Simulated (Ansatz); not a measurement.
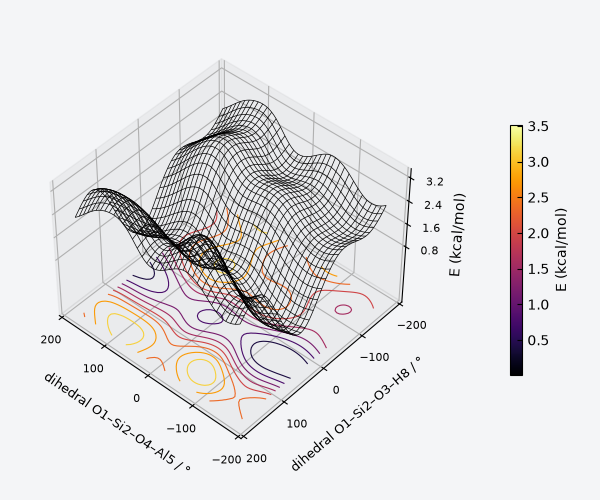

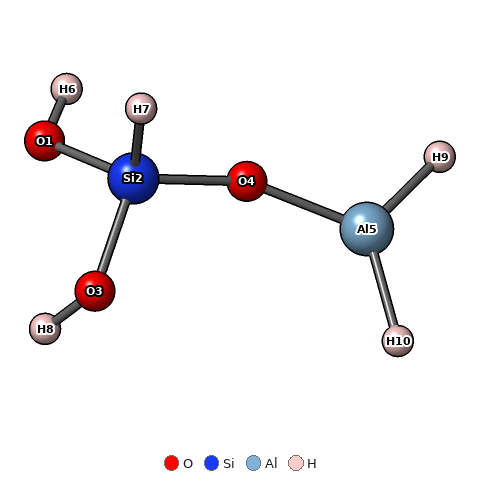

Energy landscape of AlH5O3Si, SMILES O[SiH](O)[O][AlH2]. 
- First axis: dihedral O1–Si2–O4–Al5. Second axis: dihedral O1–Si2–O3–H8.
- Nothing is relaxed (all other coordinates rigid).
- The scan uses a 9 × 9 grid.
- Energies: kcal/mol, counted from the relaxed molecule at the same level.
- Computed with Ansatz, RKS PBE-D4/def2-TZVP.

Drawn: a relief with its contours projected below. Between grid points the surface is interpolated. The second picture is the structure at the lowest point.

### Describe this landscape.

The lowest grid point is at dihedral O1–Si2–O4–Al5 = −140°, dihedral O1–Si2–O3–H8 = 20°, 0.10 kcal/mol from the relaxed molecule at the same level. The bottom of the well lies between grid points, at about dihedral O1–Si2–O4–Al5 = −130°, dihedral O1–Si2–O3–H8 = 35°, about 0.088 kcal/mol lower on the interpolated surface. Higher local minima lie near dihedral O1–Si2–O4–Al5 = 20°, dihedral O1–Si2–O3–H8 = 20° (0.74 kcal/mol above the lowest at that grid point); dihedral O1–Si2–O4–Al5 = −140°, dihedral O1–Si2–O3–H8 = −140° (1.52 kcal/mol above the lowest at that grid point); dihedral O1–Si2–O4–Al5 = −20°, dihedral O1–Si2–O3–H8 = −140° (1.98 kcal/mol above the lowest at that grid point). The highest grid point, dihedral O1–Si2–O4–Al5 = −60°, dihedral O1–Si2–O3–H8 = 140°, lies 3.42 kcal/mol above the lowest. On the interpolated surface the easiest way out of the lowest well to the well at about dihedral O1–Si2–O4–Al5 = 15°, dihedral O1–Si2–O3–H8 = 40° passes a barrier of about 0.89 kcal/mol, counted from the interpolated bottom of the well. Round the minimum the valley is somewhat tilted: raising dihedral O1–Si2–O4–Al5 shifts the best value of dihedral O1–Si2–O3–H8 upwards (coupling k₁₂/√(k₁₁k₂₂) about −0.2).

The values on the grid:

```csv
"dihedral O1–Si2–O3–H8 ↓, dihedral O1–Si2–O4–Al5 →",−180,−140,−100,−60,−20,20,60,100,140
140,2.78,2.37,2.99,3.51,2.96,2.51,3.05,3.31,3.19
100,1.93,1.53,1.83,2.65,2.37,1.82,2.11,2.18,2.09
60,0.54,0.31,0.41,1.12,1.18,0.86,1.14,1.03,0.73
20,0.24,0.10,0.29,0.83,0.94,0.84,1.30,1.17,0.63
−20,1.17,0.98,1.28,1.81,1.89,1.89,2.46,2.39,1.75
−60,1.92,1.65,1.93,2.46,2.57,2.60,3.18,3.13,2.54
−100,1.90,1.64,1.86,2.30,2.38,2.43,3.02,2.99,2.46
−140,1.79,1.61,1.91,2.19,2.08,2.10,2.77,2.82,2.35
−180,2.29,2.08,2.61,2.88,2.47,2.30,3.02,3.23,2.89
```

Time for the 81 points that were run: 10 min on 1 thread of Intel(R) Xeon(R) Platinum 8488C (Sapphire Rapids), with other jobs on the host.
